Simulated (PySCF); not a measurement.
# One shape, several levels: [SiH3]+ (SMILES [SiH3+])

Aim: a comparison of 6 runs (B2PLYP/6-31G*, B3LYP/6-31G*, M06-2X/6-31G*, CCSDTQ/6-31G*, NEVPT2(2,2)/6-31G*, UCCSD(T)/6-31G*) of [SiH3]+. Input form: a Python script.

The results are computed with PySCF 2.14.0.

1 further run of the same task is left out (set aside as unsound or not needed).

### 1 The system as given

[SiH3]+ has 4 atoms, charge +1, and is taken as a singlet. SMILES: `[SiH3+]`. The Si1–H2 distance was set to 2.208 Å, away from the relaxed value. At this shape a bond of the SMILES string is far longer than usual.

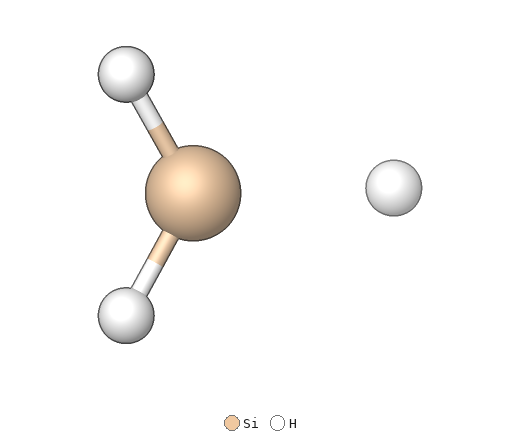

The structure, seen from a chosen angle (silicon light orange, hydrogen white).

### 2 The energy at B2PLYP/6-31G(d) (spherical functions) (run 1)

Contents of job.py:

```python
from pyscf import gto, dft, mp

molecule = gto.Mole()
molecule.atom = 'Si -0.343454 -0.337704 -0.556507; H 0.686900 0.675400 1.113000; H -0.461854 -1.804904 -0.566407; H -0.911954 0.453996 -1.659607'
molecule.spin = 0
molecule.basis = '6-31g*'
molecule.charge = 1
molecule.verbose = 4
molecule.max_memory = 1860
molecule.build()

mf = dft.RKS(molecule, xc='0.53*HF + 0.47*B88, 0.73*LYP')
mf.grids.level = 5
mf.conv_tol = 1e-10
mf.kernel()
if not mf.converged:
    mf = mf.newton().run(mf.mo_coeff, mf.mo_occ)

pt = mp.MP2(mf, frozen=5).run()
etot = mf.e_tot + 0.27 * pt.e_corr
print('PT2 part  %.8f' % (0.27 * pt.e_corr))
print('Final energy', etot)
```

Command:

```sh
OMP_NUM_THREADS=1 python job.py
```

What it wrote:

```text
PySCF version 2.14.0

[... 70 lines left out ...]
converged SCF energy = -290.664821479084
[... 1 line left out ...]
******** <class 'pyscf.mp.mp2.RMP2'> ********
nocc = 3, nmo = 19
frozen orbitals 5
E(RMP2) = -290.761947079439  E_corr = -0.0971256003551083
E(SCS-RMP2) = -290.774858936464  E_corr = -0.11003745738028
E_corr(same-spin) = -0.00751530351444174
E_corr(oppo-spin) = -0.0896102968406666
PT2 part  -0.02622391
Final energy -290.6910453911797
```

Run time: 1.8 s. Hardware: 1 thread of Arm Neoverse V2, shared host; peak memory 0.19 GiB.

### 3 The energy at B3LYP/6-31G(d) (spherical functions) (run 2)

Contents of run.py:

```python
from pyscf import gto, dft

system = gto.M(
    atom='''
Si      -0.343454      -0.337704      -0.556507
H        0.686900       0.675400       1.113000
H       -0.461854      -1.804904      -0.566407
H       -0.911954       0.453996      -1.659607
''',
    max_memory=1860,
    verbose=4,
    charge=1,
    basis='6-31g*',
)

myscf = dft.RKS(system)
myscf.xc = 'b3lyp'
myscf.conv_tol = 1e-10
myscf.grids.level = 5
myscf.kernel()
if not myscf.converged:
    myscf = myscf.newton().run(myscf.mo_coeff, myscf.mo_occ)

energy = myscf.e_tot
print('E(%s) = %.9f' % ('B3LYP', energy))
```

Command:

```sh
OMP_NUM_THREADS=1 python run.py
```

What it wrote:

```text
PySCF version 2.14.0

[... 68 lines left out ...]
converged SCF energy = -290.854254232846
E(B3LYP) = -290.854254233
```

Wall time 1.8 s (1 thread of Arm Neoverse V2, shared host); peak memory 0.19 GiB.

Runs 3 to 5 aren't shown in full; the table further down has their settings and results.

### 4 A single-point energy at UCCSD(T)/6-31G(d) (spherical functions) (run 6)

Contents of job.py:

```python
from pyscf import gto, cc

mol = gto.Mole()
mol.atom = [
    ('Si', (-0.343454, -0.337704, -0.556507)),
    ('H', (0.686900, 0.675400, 1.113000)),
    ('H', (-0.461854, -1.804904, -0.566407)),
    ('H', (-0.911954, 0.453996, -1.659607)),
]
mol.verbose = 4
mol.charge = 1
mol.basis = '6-31g*'
mol.max_memory = 1860
mol.build()

calc0 = mol.UHF()
calc0.conv_tol = 1e-10
calc0.kernel()
if not calc0.converged:
    calc0 = calc0.newton().run(calc0.mo_coeff, calc0.mo_occ)
for _ in range(3):
    mo, _, stable, _ = calc0.stability(return_status=True)
    if stable:
        break
    calc0.kernel(calc0.make_rdm1(mo, calc0.mo_occ))

mycc = cc.CCSD(calc0, frozen=5)
mycc.kernel()
e_t = mycc.ccsd_t()
e_final = mycc.e_tot + e_t
print('E(%s) = %.9f' % ('CCSD(T)', e_final))
```

Command:

```sh
OMP_NUM_THREADS=1 python job.py
```

What it wrote:

```text
PySCF version 2.14.0

[... 84 lines left out ...]
converged SCF energy = -290.233620221115  <S^2> = 3.1938896e-12  2S+1 = 1
[... 64 lines left out ...]
converged SCF energy = -290.238945777292  <S^2> = 0.36729193  2S+1 = 1.5713586
[... 14 lines left out ...]
Init t2, MP2 energy = -0.0589404282552315
[... 14 lines left out ...]
UCCSD converged
[... 2 lines left out ...]
E(CCSD(T)) = -290.338760142
```

Run time: 0.86 s. Hardware: 1 thread of Arm Neoverse V2, shared host; peak memory 0.12 GiB.

### 5 All runs side by side

```csv
run,level,frozen core orbitals,integration grid,energy (Eh),HOMO energy (eV),LUMO energy (eV),HOMO–LUMO gap (eV),wall time
1,B2PLYP/6-31G* (spherical functions),5,5,-290.691045,-16.33,-8.82,7.51,1.8 s
2,B3LYP/6-31G* (spherical functions),–,5,-290.854254,-15.29,-10.42,4.87,1.8 s
3,M06-2X/6-31G* (spherical functions),–,5,-290.793292,-16.39,-9.22,7.17,2.4 s
4,CCSDTQ/6-31G* (spherical functions),5,–,-290.340162,-17.80,-6.63,11.17,99 s
5,"NEVPT2(2,2)/6-31G* (spherical functions)",–,–,-290.326572,-17.80,-6.63,11.17,0.7 s
6,UCCSD(T)/6-31G* (spherical functions),5,–,-290.338760,-17.89,-6.89,11.00,0.86 s
```

### 6 Results

| quantity | value |
| --- | --- |
| run 6: total energy | -290.33876 Eh |
| run 6: HOMO energy (Hartree–Fock orbitals) | -17.89 eV |
| run 6: LUMO energy (Hartree–Fock orbitals) | -6.89 eV |
| run 6: HOMO–LUMO gap (Hartree–Fock orbitals) | 11.00 eV |
| run 6: correlation energy (5 core orbitals frozen) | -99.8 mEh |
| run 6: (T) correction | -2.56 mEh |
| run 6: ⟨S²⟩ of the reference determinant | 0.367 |
| run 6: T1 diagnostic | 0.094 |

In words: Over runs 1, 2, 3 the HOMO–LUMO gap runs from 4.87 eV (B3LYP/6-31G*) to 7.51 eV (B2PLYP/6-31G*). A double hybrid's value is that of its SCF part. Totals of different functionals can't be ranked against each other. Spin contamination of the reference: run 6 ⟨S²⟩ = 0.37. All runs together took 1.8 min, the longest 99 s.
